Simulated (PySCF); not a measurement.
Molecule: SMILES N(C(C)C)=C(C)[NH] (C5H11N2), doublet. Atoms near the plane z = 0.8 Å, at the GFN2-xTB optimised geometry (x, y, z in Å): C1 (0.0, 0.4, 0.0), C2 (-0.5, -0.3, 1.2), N3 (-1.0, -1.5, 1.1), H8 (1.0, 0.4, 0.0), H10 (-0.4, 1.5, 0.0).

Level of theory: unrestricted PBE0/def2-SVP run with PySCF 2.14.0. Cells within 0.4 Å of a nucleus heavier than hydrogen are left out (blank, or x). The values are rescaled to run from 0 to 1.

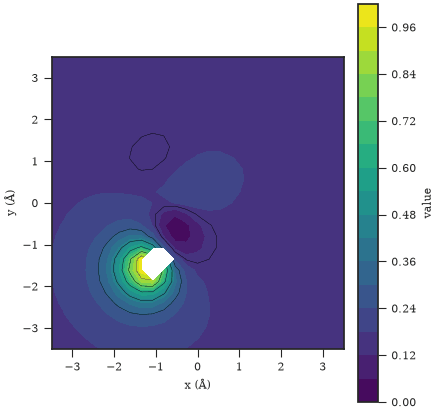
*a field on the plane z = 0.8 Å.*

Question: Which quantity is mapped?
A. Laplacian of the electron density
B. spin density
C. deformation density (molecule minus spherical neutral atoms)
D. an orbital amplitude

Answer: D, an orbital amplitude. In full: HOMO amplitude (α) (bohr^(-3/2)), clipped to [-0.25, 0.25].
